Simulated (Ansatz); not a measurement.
# CH5FGeOS: the cost of one run

Program: Ansatz 0.2.0 through its Python package. Level of theory: CAM-B3LYP/6-31G*. These are calculated values, not measurements.

## (1) The structure

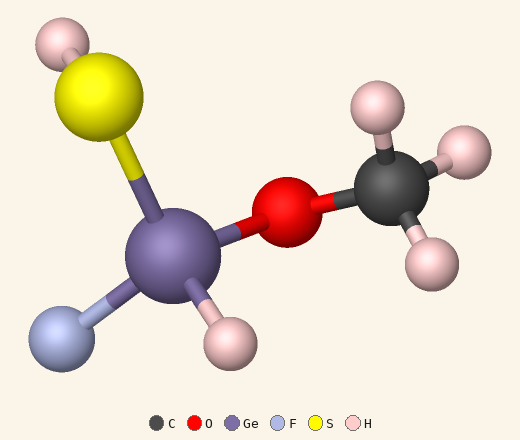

The starting structure, viewed from a chosen angle; carbon dark grey, oxygen red, germanium purple, fluorine light blue, sulfur yellow, hydrogen pink.

No structure file is read: the coordinates are typed or built in the script.

## (2) Script

Contents of bde.py:

```python
"""X-H bond energies of CH5FGeOS without relaxation."""

import ansatz as az


def single_point(molecule, charge=0, unpaired=0):
    calc = molecule.calculation().basis(gaussian="6-31G*").functional("cam_b3lyp")
    if charge:
        calc = calc.charge(charge)
    if unpaired:
        calc = calc.spin("collinear", total=unpaired)
    return calc.run().report["free_energy_ev"]

GEOMETRY = """
C     0.62820    1.20930   -0.66170
O     0.06040    0.01750   -1.10090
Ge    0.02670   -1.09060    0.30280
F    -0.06860   -2.73250   -0.24910
S    -1.62060   -0.57820    1.65350
H     0.58010    1.96870   -1.53640
H    -0.02940    1.70650    0.12490
H     1.67030    1.16850   -0.33270
H     1.40320   -0.96690    1.13270
H    -2.56730   -0.75340    0.67000
"""

def without(molecule, index):
    rest = az.Crystal.molecule()
    for i, site in enumerate(molecule.cartesian_sites):
        if i != index:
            rest = rest.atom(site.symbol, site.position_ang)
    return rest

ch5fgeos = az.Crystal.molecule()
for line in GEOMETRY.strip().splitlines():
    symbol, *xyz = line.split()
    ch5fgeos = ch5fgeos.atom(symbol, [float(v) for v in xyz])

whole = single_point(ch5fgeos, 0)
hydrogen = single_point(az.Crystal.molecule().atom("H", (0, 0, 0)), 0, 1)
print(f"E(molecule) = {whole:.5f} eV, E(H) = {hydrogen:.5f} eV")
for index in [7, 8, 9]:
    radical = single_point(without(ch5fgeos, index), 0, 1)
    print(f"H{index}: homolysis {(radical + hydrogen - whole):.3f} eV")
    anion = single_point(without(ch5fgeos, index), -1)
    print(f"H{index}: loss of a proton {(anion - whole):.3f} eV")
```

## (3) The calls as engine input

The engine receives this input (first run):

```yaml
crystal:
  periodic: [false, false, false]
  atoms:
    - { symbol: C, position_ang: [0.6282, 1.2093, -0.6617] }
    - { symbol: O, position_ang: [0.0604, 0.0175, -1.1009] }
    - { symbol: Ge, position_ang: [0.0267, -1.0906, 0.3028] }
    - { symbol: F, position_ang: [-0.0686, -2.7325, -0.2491] }
    - { symbol: S, position_ang: [-1.6206, -0.5782, 1.6535] }
    - { symbol: H, position_ang: [0.5801, 1.9687, -1.5364] }
    - { symbol: H, position_ang: [-0.0294, 1.7065, 0.1249] }
    - { symbol: H, position_ang: [1.6703, 1.1685, -0.3327] }
    - { symbol: H, position_ang: [1.4032, -0.9669, 1.1327] }
    - { symbol: H, position_ang: [-2.5673, -0.7534, 0.67] }
basis:
  gaussian:
    orbitals: "6-31G*"
hamiltonian:
  xc: cam_b3lyp
```

## (4) Running it

The run is started by

```sh
python bde.py
```

Q: Estimate wall time and peak memory on 1 thread of Arm Neoverse V1, shared host.

About 74 s, with a peak of 0.54 GiB.
